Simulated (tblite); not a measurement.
Run report: C4H5N, geometry relaxation

The run: geometry relaxation of C4H5N (methacrylonitrile), SMILES C=C(C)C#N. Method and program: GFN2-xTB geometry optimisation, gas phase (tblite 0.8.0).

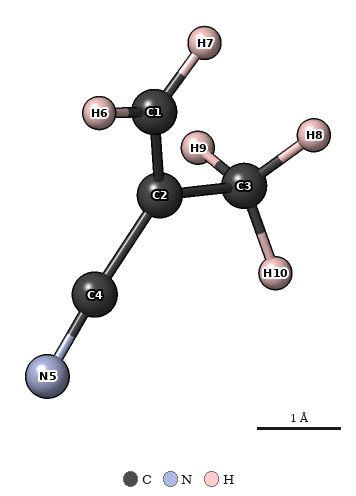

Figure 1. The structure as given in the input (ball-and-stick view, seen at a tilt; atoms are numbered from 1 in the order of the input). Bond lengths as drawn: C–C 1.37 to 1.49 Å, C–H 1.03 to 1.17 Å and C–N 1.15 Å.

## Summary

```csv
quantity,value
outcome,converged
total energy,−379.9392 eV
hardware,"1 CPU thread, shared host"
peak memory,0.17 GiB
```

## Input
```
{"job": {"xc": "GFN2-xTB", "basis": "xTB", "kind": "relax"}, "charge": 0, "multiplicity": 1}
C      1.398800    -0.013600    -0.377200
C      0.107100     0.276000    -0.019700
C     -0.858100    -0.857800     0.051100
C     -0.300900     1.599600     0.404000
N     -0.657000     2.624700     0.791400
H      2.133900     0.712600    -0.429500
H      1.579200    -1.008300    -0.682300
H     -0.377300    -1.813300     0.240100
H     -1.340500    -0.846700    -0.953000
H     -1.649800    -0.654600     0.885000
```

The first line tells a small driver script what to run in tblite; the rest is the geometry in Å.

Launch command:
```bash
OMP_NUM_THREADS=1 python <driver script> task.json out
```

## Output
```
step      E/eV     max force
  0    -379.60104    3.297
  1    -379.76400    2.547
  2    -379.83650    0.677
  3    -379.85806    0.748
  4    -379.85638    2.076
  5    -379.88160    0.260
  6    -379.88637    0.259
  7    -379.89646    0.275
  8    -379.90005    0.257
  9    -379.90360    0.152
 10    -379.90617    0.145
 11    -379.90972    0.203
 12    -379.91365    0.264
 13    -379.91731    0.192
 14    -379.91933    0.107
 15    -379.92035    0.103
 16    -379.92106    0.080
 17    -379.92144    0.063
 18    -379.92162    0.035
 19    -379.92174    0.028
 20    -379.92184    0.028
 21    -379.92193    0.027
 22    -379.92202    0.029
 23    -379.92216    0.040
 24    -379.92242    0.060
 25    -379.92283    0.077
 26    -379.92339    0.089
 27    -379.92408    0.089
 28    -379.92498    0.102
 29    -379.92633    0.131
 30    -379.92816    0.155
 31    -379.92979    0.111
 32    -379.93035    0.166
 33    -379.93130    0.093
 34    -379.93183    0.070
 35    -379.93292    0.082
 36    -379.93345    0.087
 37    -379.93401    0.075
 38    -379.93451    0.065
 39    -379.93532    0.072
 40    -379.93641    0.121
 41    -379.93610    0.165
 42    -379.93747    0.059
 43    -379.93774    0.038
 44    -379.93796    0.035
 45    -379.93805    0.033
 46    -379.93837    0.045
 47    -379.93854    0.045
 48    -379.93869    0.034
 49    -379.93882    0.036
 50    -379.93898    0.030
 51    -379.93912    0.022
 52    -379.93918    0.012
 53    -379.93920    0.010
 54    -379.93921    0.008
 55    -379.93922    0.008
 56    -379.93923    0.007
 57    -379.93923    0.005
 58    -379.93923    0.003
```

## Trajectory as extended XYZ (Å, eV, eV/Å), 10 of the 12 frames kept, from step=0 to step=58
```
10
Properties=species:S:1:pos:R:3:forces:R:3 step=0 energy=-379.60104
C     1.3988   -0.0136   -0.3772   -3.2080   0.4450   0.6190
C     0.1071    0.2760   -0.0197    2.1650   0.2820   0.3470
C    -0.8581   -0.8578    0.0511   -1.9490   0.9170   0.5460
C    -0.3009    1.5996    0.4040    0.0580  -0.6240  -0.0620
N    -0.6570    2.6247    0.7914    0.2940  -0.7210  -0.3560
H     2.1339    0.7126   -0.4295    1.1520   1.0050  -0.1440
H     1.5792   -1.0083   -0.6823    0.4790  -0.6130  -0.1240
H    -0.3773   -1.8133    0.2401   -0.0380   0.1650  -0.0750
H    -1.3405   -0.8467   -0.9530   -0.1490  -0.4130   0.8050
H    -1.6498   -0.6546    0.8850    1.1980  -0.4430  -1.5540
10
Properties=species:S:1:pos:R:3:forces:R:3 step=5 energy=-379.88160
C     1.3679    0.0058   -0.3846    0.0610   0.0140   0.0360
C     0.1292    0.2678    0.0246    0.2380   0.0340  -0.1000
C    -0.8865   -0.8255    0.0552   -0.1670  -0.0020   0.0100
C    -0.2906    1.5638    0.4089    0.0870  -0.1580   0.1050
N    -0.6449    2.5921    0.7697   -0.0260   0.0780  -0.0520
H     2.1548    0.7338   -0.4359    0.0050   0.1200  -0.0260
H     1.6040   -1.0052   -0.6750    0.1800   0.0440   0.0000
H    -0.3984   -1.7742    0.2322    0.0810  -0.2020   0.0200
H    -1.3742   -0.8723   -0.9132   -0.2470  -0.0180  -0.0790
H    -1.6259   -0.6674    0.8281   -0.2120   0.0910   0.0860
10
Properties=species:S:1:pos:R:3:forces:R:3 step=10 energy=-379.90617
C     1.3897    0.0117   -0.3824   -0.0640  -0.0360   0.0230
C     0.1417    0.2493    0.0227    0.0550  -0.0200  -0.0380
C    -0.9064   -0.8292    0.0544    0.0240   0.0320   0.0100
C    -0.2705    1.5414    0.4314   -0.0570   0.0580  -0.1040
N    -0.6405    2.5802    0.7483    0.0640  -0.1000   0.0120
H     2.1574    0.7671   -0.4411   -0.1290  -0.0160   0.0590
H     1.6621   -0.9907   -0.6762    0.0910   0.0860  -0.0240
H    -0.4141   -1.7826    0.2298   -0.1250  -0.0730   0.0070
H    -1.4304   -0.8794   -0.9019    0.0560   0.0480   0.0100
H    -1.6535   -0.6492    0.8250    0.0830   0.0210   0.0440
10
Properties=species:S:1:pos:R:3:forces:R:3 step=21 energy=-379.92193
C     1.4009    0.0129   -0.3827    0.0010  -0.0060   0.0070
C     0.1451    0.2203    0.0069    0.0160   0.0090   0.0200
C    -0.9183   -0.8365    0.0580    0.0000   0.0050  -0.0050
C    -0.2665    1.5170    0.4028   -0.0090   0.0060  -0.0150
N    -0.6171    2.5558    0.7374    0.0000   0.0160  -0.0020
H     2.1238    0.8107   -0.4156   -0.0060  -0.0120   0.0020
H     1.7373   -0.9659   -0.6812    0.0060   0.0010   0.0040
H    -0.4767   -1.8155    0.2261    0.0110  -0.0090  -0.0210
H    -1.4571   -0.8567   -0.8895   -0.0260  -0.0020  -0.0030
H    -1.6359   -0.6234    0.8477    0.0080  -0.0100   0.0130
10
Properties=species:S:1:pos:R:3:forces:R:3 step=26 energy=-379.92339
C     1.4016    0.0143   -0.3707    0.0060  -0.0110  -0.0170
C     0.1430    0.2205    0.0066   -0.0580  -0.0240  -0.0270
C    -0.9163   -0.8412    0.0527   -0.0360  -0.0010   0.0260
C    -0.2714    1.5198    0.3919    0.0070   0.0210  -0.0020
N    -0.6091    2.5658    0.7178   -0.0130  -0.0120  -0.0100
H     2.1221    0.8122   -0.4037    0.0360   0.0210   0.0090
H     1.7373   -0.9648   -0.6638    0.0420  -0.0410  -0.0070
H    -0.4728   -1.8272    0.1875   -0.0100   0.0830  -0.0300
H    -1.4906   -0.8417   -0.8760    0.0480   0.0230   0.0280
H    -1.6083   -0.6391    0.8676   -0.0210  -0.0580   0.0320
10
Properties=species:S:1:pos:R:3:forces:R:3 step=31 energy=-379.92979
C     1.3990    0.0109   -0.3340    0.0140  -0.0140  -0.0170
C     0.1247    0.2220   -0.0056    0.1050   0.0360   0.0050
C    -0.9254   -0.8458    0.0487    0.0570   0.0190  -0.0060
C    -0.2849    1.5353    0.3424    0.0470  -0.0600  -0.0210
N    -0.5906    2.5997    0.6374   -0.0560   0.0100  -0.0050
H     2.1248    0.8095   -0.3542   -0.0790  -0.0450  -0.0030
H     1.7552   -0.9734   -0.5966   -0.0340   0.0530   0.0280
H    -0.4564   -1.8250    0.0214    0.0030  -0.0560   0.0440
H    -1.5944   -0.7692   -0.8080   -0.0450   0.0900   0.0210
H    -1.5165   -0.7454    0.9584   -0.0120  -0.0330  -0.0460
10
Properties=species:S:1:pos:R:3:forces:R:3 step=36 energy=-379.93345
C     1.4020    0.0080   -0.3205    0.0180  -0.0040   0.0140
C     0.1255    0.2199   -0.0076    0.0160   0.0010   0.0080
C    -0.9240   -0.8482    0.0442    0.0120  -0.0220   0.0530
C    -0.2839    1.5386    0.3181   -0.0070  -0.0430   0.0140
N    -0.5922    2.6065    0.5976   -0.0430  -0.0030  -0.0160
H     2.1175    0.8127   -0.3333    0.0180  -0.0080  -0.0270
H     1.7661   -0.9758   -0.5650   -0.0070   0.0030   0.0010
H    -0.4597   -1.8298   -0.0439   -0.0580   0.0590  -0.0260
H    -1.6431   -0.7175   -0.7649    0.0290   0.0130   0.0030
H    -1.4728   -0.7957    0.9851    0.0220   0.0040  -0.0250
10
Properties=species:S:1:pos:R:3:forces:R:3 step=47 energy=-379.93854
C     1.4181   -0.0001   -0.2925    0.0120  -0.0060   0.0160
C     0.1389    0.2173    0.0039    0.0020   0.0000  -0.0090
C    -0.9199   -0.8421    0.0467   -0.0060  -0.0040   0.0060
C    -0.2945    1.5371    0.2933    0.0000  -0.0090  -0.0280
N    -0.6454    2.6047    0.5195   -0.0070  -0.0290   0.0110
H     2.1375    0.8009   -0.3185    0.0020  -0.0040   0.0080
H     1.7814   -0.9896   -0.5141   -0.0080   0.0010  -0.0120
H    -0.4961   -1.8189   -0.1775    0.0130   0.0410   0.0140
H    -1.6984   -0.6187   -0.6825   -0.0150   0.0040   0.0050
H    -1.3863   -0.8719    1.0315    0.0080   0.0050  -0.0120
10
Properties=species:S:1:pos:R:3:forces:R:3 step=52 energy=-379.93918
C     1.4227   -0.0033   -0.2915   -0.0010  -0.0060  -0.0010
C     0.1431    0.2188   -0.0011    0.0030   0.0000  -0.0050
C    -0.9194   -0.8368    0.0459    0.0050   0.0050  -0.0030
C    -0.2961    1.5357    0.2872   -0.0020  -0.0030   0.0050
N    -0.6655    2.5951    0.5217   -0.0020   0.0090   0.0020
H     2.1479    0.7925   -0.3134   -0.0100   0.0050   0.0030
H     1.7804   -0.9938   -0.5169    0.0010  -0.0110   0.0020
H    -0.4958   -1.8120   -0.1795    0.0030  -0.0040  -0.0100
H    -1.7037   -0.6104   -0.6765    0.0030  -0.0060   0.0060
H    -1.3780   -0.8672    1.0340    0.0010   0.0110   0.0010
10
Properties=species:S:1:pos:R:3:forces:R:3 step=58 energy=-379.93923
C     1.4228   -0.0042   -0.2912   -0.0010   0.0010   0.0010
C     0.1431    0.2191   -0.0024   -0.0010  -0.0010  -0.0010
C    -0.9189   -0.8366    0.0454   -0.0020  -0.0010  -0.0020
C    -0.2966    1.5359    0.2866    0.0020   0.0010  -0.0010
N    -0.6659    2.5954    0.5211    0.0000   0.0010   0.0020
H     2.1467    0.7927   -0.3119    0.0020   0.0000  -0.0010
H     1.7802   -0.9952   -0.5154    0.0000   0.0010   0.0020
H    -0.4953   -1.8113   -0.1828   -0.0020   0.0000   0.0010
H    -1.7053   -0.6105   -0.6745    0.0000  -0.0010   0.0010
H    -1.3752   -0.8666    1.0347    0.0030   0.0000  -0.0010
```
